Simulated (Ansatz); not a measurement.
**ZnO, response to strain**

The parent structure is ZnO in the wurtzite structure (space group P6_3mc, No. 186; a = 3.187 Å, c = 5.153 Å). Axes: x lies along a and z along c of the hexagonal cell.

Strains are applied to the cell and any free atomic positions relax.

The values are results of LDA/PAW in Ansatz (an electronic-structure program), no spin-orbit coupling, not measurements.

Notes on the quantities. pressure: mean of the normal stresses, compression positive.

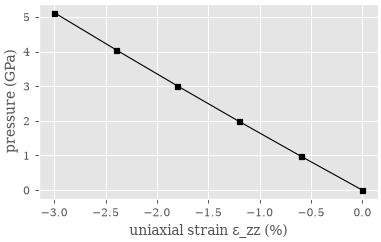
Fig. 1. Pressure against uniaxial strain ε_zz

| uniaxial strain ε_zz (%) | pressure |
|---|---|
| -3 | 5.12 GPa |
| -2.4 | 4.05 GPa |
| -1.8 | 3.01 GPa |
| -1.2 | 1.98 GPa |
| -0.6 | 0.98 GPa |

Whether these cells are dynamically stable was not tested.
